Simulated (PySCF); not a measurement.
C₃H₄F₄, SMILES C[C@@H](F)C(F)(F)F, geometry in Å:

```xyz
11

C      1.0725    -0.7362    -0.1869
C      0.2795     0.5379    -0.0524
F      0.3342     1.2567    -1.2170
C     -1.1902     0.2858     0.2564
F     -1.8661     1.4276     0.3413
F     -1.3021    -0.3500     1.4276
F     -1.7695    -0.4675    -0.6769
H      1.0494    -1.3069     0.7515
H      0.6558    -1.3557    -0.9934
H      2.1160    -0.4941    -0.4286
H      0.6668     1.1697     0.7656
```

GIAO shifts, PBE0/pcSseg-1 (IEF-PCM water) in PySCF, at a PBE0-D3(BJ)/def2-SVP geometry (no frequency check), against TMS for ¹³C, CFCl₃ for ¹⁹F and TMS for ¹H computed at the same level (¹⁹F: this reference is a hard case for the method, so all values can be off together by tens of ppm, and differences between signals are safer). fully decoupled, line heights follow the number of nuclei, widths are arbitrary (no quadrupolar broadening); values of one conformer, averaged over methyl-type rotors and exact or near symmetry.

Question: Predict the ¹³C spectrum.

Answer: 3 signals.


```csv
δ (ppm),nuclei,atoms
130.2,1,C4
89.1,1,C2
16.1,1,C1
```

Question: Which ¹⁹F signals does it give?

Answer: 2 signals.


| δ (ppm) | nuclei | atoms |
| --- | --- | --- |
| −95.5 | 3 | F5, F6, F7 |
| −224.3 | 1 | F3 |

Question: How many ¹H lines appear, and where?

Answer: 2 signals.


```
δ (ppm)  nuclei        atoms
   4.87       1          H11
   1.59       3  H8, H9, H10
```

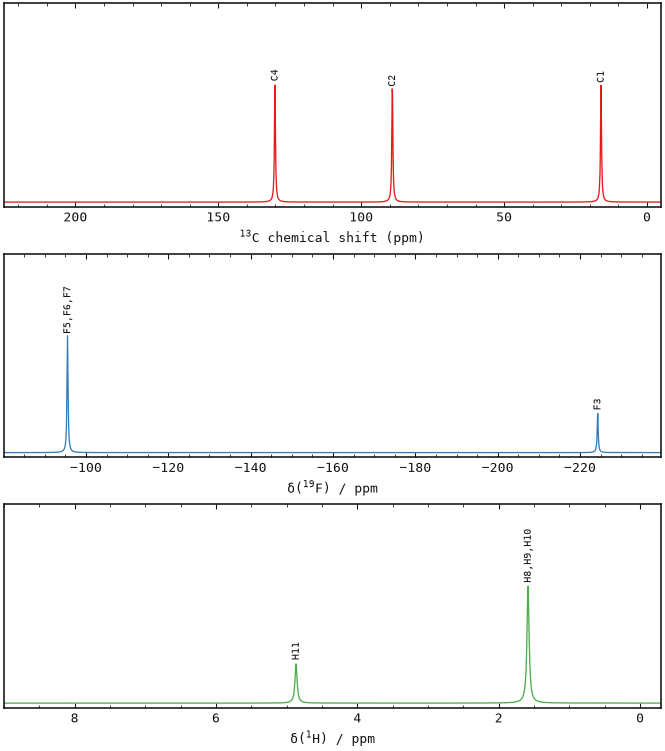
